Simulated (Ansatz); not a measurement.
Dissociation curve of GaSi (cation, charge +1), lowest singlet found (which spin is the ground state isn't settled by this scan).

- RMP2 = MP2 on RHF/aug-cc-pVDZ, cores with 3d frozen (Ansatz, a first-principles code)
- RCCSDT(Q) = CCSDT(Q) on RHF/aug-cc-pVDZ, cores with 3d frozen in Ansatz
- FCI = full CI/aug-cc-pVDZ, cores with 3d frozen (Ansatz)
- RHF/aug-cc-pVDZ (Ansatz)
- RKS-BLYP = restricted BLYP/aug-cc-pVDZ (Ansatz)

Energies are in kJ/mol, each relative to the lowest point of its own curve between 2.78 and 3.73 Å, where full CI is lowest.

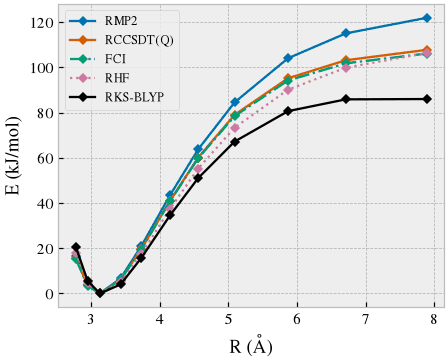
Fig. 1. Energy against bond length for each method.

```
R / Å   RMP2  RCCSDT(Q)    FCI    RHF  RKS-BLYP
-----  -----  ---------  -----  -----  --------
2.78    16.6       15.5   15.3   18.1      20.4
2.95     3.7        3.6    3.5    4.6       5.6
3.13     0.0        0.0    0.0    0.0       0.0
3.43     6.7        6.2    6.2    5.0       4.0
3.73    20.8       19.5   19.4   17.3      15.6
4.15    43.4       40.9   40.8   37.3      34.5
4.56    63.7       60.1   59.8   55.2      51.0
5.09    84.5       79.0   78.4   73.3      67.2
5.87   104.0       95.2   94.2   90.1      80.6
6.71   115.0      103.1  101.8   99.8      85.8
7.89   121.9      107.7  106.1  106.3      86.0
```

At the longest distance, 7.89 Å, RMP2 lies highest above its minimum (121.9 kJ/mol) and RKS-BLYP lowest (86.0 kJ/mol).

The scan ran from 1.67 to 7.89 Å; beyond the distances shown full CI changes its symmetry label. The restricted form behind RMP2, RHF, RKS-BLYP keeps the bonding electrons paired and can't separate into open-shell fragments. Also computed but left out beside FCI, since their determinant holds another spin at the minimum (<S²> over 0.7 above the pure value): UHF, UMP2, UCCSD, UCCSD(T), UKS-BLYP, UKS-PBE, UKS-B3LYP/6-31G*, UMP2/3-21G, UHF/3-21G.
